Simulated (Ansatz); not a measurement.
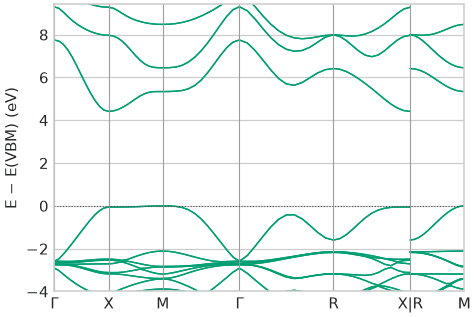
Fig. 1. Band structure from plane-wave PAW r²SCAN with spin–orbit coupling (Ansatz code)

Task: Read off the gap and where the band edges lie.

Result: About 4.4 eV (4.41 eV by a search for the band edges); maximum at M, minimum at X.

The material is MgTlF3 (cubic perovskite, Pm-3m).

The first step of the workflow began from a Materials Project structure, measured or hypothetical; the Crystallography Open Database copy checked does not list it. Its standing as an ambient phase is unchecked. The r²SCAN relaxation kept the symmetry of its start; whether a distortion lowers the energy is not shown.

Potentials: the later of the program's two PAW sets.
